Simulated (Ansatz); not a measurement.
# UPBE/cc-pVDZ run of CH5GeS (SMILES [CH3][GeH][SH])

What is the electronic atomisation energy of CH5GeS at UPBE/cc-pVDZ? 

The calculation is run with Ansatz 0.2.0.

30 further runs of the same task are left out: 1 that didn't finish, 29 set aside as unsound or not needed. Runs told in other sessions of the task aren't counted.

## Step 1: The structure to begin with

CH5GeS has 8 atoms, charge 0, and is taken as a doublet. SMILES: `[CH3][GeH][SH]`. The shape is that of a PBE0-D4/def2-TZVP optimisation. This is one conformer, not always the lowest.

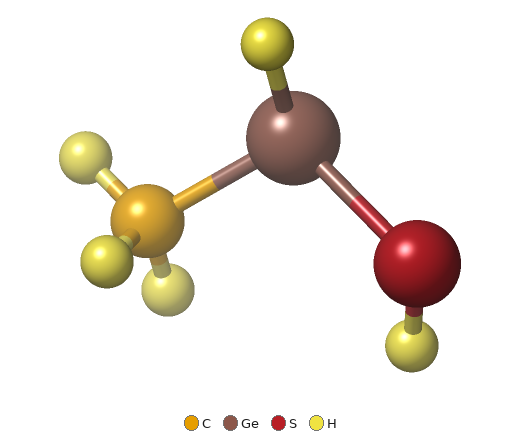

The structure, seen from a chosen angle (carbon amber, germanium brown, sulfur red, hydrogen yellow).

## Step 2: A single-point energy at UPBE/cc-pVDZ

Input file in.yaml:

```yaml
crystal:
  periodic: [false, false, false]
  atoms:
    - {symbol: C, position_ang: [-0.733300, 0.635200, -0.565800]}
    - {symbol: Ge, position_ang: [0.934600, -0.393300, -0.399900]}
    - {symbol: S, position_ang: [1.033800, -1.391600, 1.591200]}
    - {symbol: H, position_ang: [-0.786300, 1.357800, 0.251000]}
    - {symbol: H, position_ang: [-1.594800, -0.030400, -0.515000]}
    - {symbol: H, position_ang: [-0.745800, 1.162700, -1.520400]}
    - {symbol: H, position_ang: [2.173100, 0.541200, -0.392200]}
    - {symbol: H, position_ang: [-0.189100, -1.938700, 1.495000]}
basis:
  gaussian:
    orbitals: cc-pVDZ
magnetization:
  spin_polarized: true
  initial_magnetization: 1
hamiltonian:
  xc: pbe
accuracy: high
output: {orbitals: {seedname: orbitals}}
```

On the command line:

```console
$ ansatz run in.yaml --threads 1 --pin off --max-ram 2610MiB --events-out events.jsonl --progress --plain --runs-dir runs
```

What it wrote:

```text
Warning: RAYON_NUM_THREADS=1 ignored (pool sized by the plan → 1); use --threads N
Functional definition: PBE
  name "PBE"
  parameter kappa = 0.804
  parameter beta = 0.06672455060314922
  exchange = pbe_x(kappa = kappa, mu = beta*pi^2/3)
  correlation = pbe_c(beta = beta)
1953 factors; integrals over basis functions are off by at most 4.5e-9 eV
mean field evaluation 1: about -68448.9188 eV, gradient 3.8e1 eV
mean field evaluation 2: about -68435.1072 eV, gradient 5.6e1 eV
mean field evaluation 4: about -68456.0237 eV, gradient 4.6e0 eV
mean field evaluation 8: about -68456.1614 eV, gradient 3.8e-1 eV
mean field evaluation 16: about -68456.1624 eV, gradient 4.9e-5 eV
mean field -68456.16244965 eV, -2515.7175687711 hartree, gradient 2.6e-8 eV, S^2 0.751299; 0 other end points of the search recorded, 0 dependent functions left out
reference -68456.16245281 eV, -2515.7175688872 hartree; 30, 29 occupied and 54, 55 virtual orbitals, 1953 factors
Total energy: -68456.16245281 eV, -2515.7175688872 hartree
```

Wall time 12 s (1 thread of Arm Neoverse V1, shared host); peak memory 0.28 GiB.

## Step 3: The C atom, same level

Input file molecule.yaml:

```yaml
crystal:
  periodic: [false, false, false]
  atoms:
    - {symbol: C, position_ang: [0.000000, 0.000000, 0.000000]}
basis:
  gaussian:
    orbitals: cc-pVDZ
magnetization:
  spin_polarized: true
  initial_magnetization: 2
hamiltonian:
  xc: pbe
accuracy: high
```

Run the same way, it converges to -37.78854 Eh (log not shown).

## Step 4: The Ge atom

Input file run.yaml:

```yaml
crystal:
  periodic: [false, false, false]
  atoms:
    - {symbol: Ge, position_ang: [0.000000, 0.000000, 0.000000]}
basis:
  gaussian:
    orbitals: cc-pVDZ
hamiltonian:
  xc: pbe
magnetization:
  spin_polarized: true
  initial_magnetization: 2
accuracy: high
```

Run the same way, it converges to -2076.57337 Eh (log not shown).

## Step 5: The H atom

Input file in.yaml:

```yaml
crystal:
  periodic: [false, false, false]
  atoms:
    - symbol: H
      position_ang: [0.000000, 0.000000, 0.000000]
basis:
  gaussian:
    orbitals: cc-pVDZ
magnetization:
  spin_polarized: true
  initial_magnetization: 1
hamiltonian:
  xc: pbe
accuracy: high
```

On the command line:

```console
$ ansatz run in.yaml --threads 1 --pin off --max-ram 2610MiB --events-out events.jsonl --progress --plain --runs-dir runs
```

What it wrote:

```text
Warning: RAYON_NUM_THREADS=1 ignored (pool sized by the plan → 1); use --threads N
[... 6 set-up lines as earlier in the session ...]
15 factors; integrals over basis functions are off by at most 4.6e-8 eV
mean field evaluation 1: about -13.5665 eV, gradient 4.0e-1 eV
mean field evaluation 2: about -13.5663 eV, gradient 4.0e-1 eV
mean field evaluation 4: about -13.5684 eV, gradient 5.5e-6 eV
mean field evaluation 8: about -13.5684 eV, gradient 1.6e-10 eV
mean field -13.56836056 eV, -0.4986280535 hartree, gradient 1.2e-10 eV, S^2 0.750000; 0 other end points of the search recorded, 0 dependent functions left out
reference -13.56836236 eV, -0.4986281198 hartree; 1, 0 occupied and 4, 5 virtual orbitals, 15 factors
Total energy: -13.56836236 eV, -0.4986281198 hartree
```

Wall time 0.12 s (1 thread of Arm Neoverse V1, shared host).

## Step 6: The S atom

Input file input.yaml:

```yaml
crystal:
  periodic: [false, false, false]
  atoms:
    - {symbol: S, position_ang: [0.000000, 0.000000, 0.000000]}
basis:
  gaussian: {orbitals: cc-pVDZ}
hamiltonian: {xc: pbe}
accuracy: high
magnetization: {spin_polarized: true, initial_magnetization: 2}
```

On the command line:

```console
$ ansatz run input.yaml --threads 1 --pin off --max-ram 2610MiB --events-out events.jsonl --progress --plain --runs-dir runs
```

What it wrote:

```text
Warning: RAYON_NUM_THREADS=1 ignored (pool sized by the plan → 1); use --threads N
[... 6 set-up lines as earlier in the session ...]
142 factors; integrals over basis functions are off by at most 3.0e-9 eV
mean field evaluation 1: about -10828.1387 eV, gradient 3.7e0 eV
mean field evaluation 2: about -10828.2149 eV, gradient 2.0e0 eV
mean field evaluation 4: about -10828.2391 eV, gradient 2.4e-1 eV
mean field evaluation 8: about -10828.2389 eV, gradient 1.6e-3 eV
mean field evaluation 16: about -10828.1036 eV, gradient 4.0e0 eV
mean field evaluation 32: about -10828.2389 eV, gradient 1.6e-3 eV
mean field -10828.23892226 eV, -397.9304407492 hartree, gradient 1.0e-7 eV, S^2 2.002170; 2 other end points of the search recorded, 0 dependent functions left out
reference -10828.23892391 eV, -397.9304408096 hartree; 9, 7 occupied and 9, 11 virtual orbitals, 142 factors
Total energy: -10828.23892391 eV, -397.9304408096 hartree
```

Run time: 1 s. Hardware: 1 thread of Arm Neoverse V1, shared host.

## Step 7: Summary of results

Level: UPBE/cc-pVDZ.

| quantity | value |
| --- | --- |
| molecule: total energy | -2515.71757 Eh |
| molecule: HOMO energy (highest over α and β) | -4.53 eV |
| molecule: LUMO energy (lowest over α and β) | -3.41 eV |
| molecule: ⟨S²⟩ | 0.751 |
| C atom: total energy | -37.78854 Eh |
| C atom: ⟨S²⟩ | 2.002 |
| Ge atom: total energy | -2076.57337 Eh |
| Ge atom: ⟨S²⟩ | 2.002 |
| H atom: total energy | -0.49863 Eh |
| H atom: ⟨S²⟩ | 0.750 |
| S atom: total energy | -397.93044 Eh |
| S atom: ⟨S²⟩ | 2.002 |
| electronic atomisation energy | 25.363 eV |

In words: Taking the molecule apart into free atoms costs 25.36 eV (2447 kJ/mol), before zero-point energy and without spin-orbit coupling.
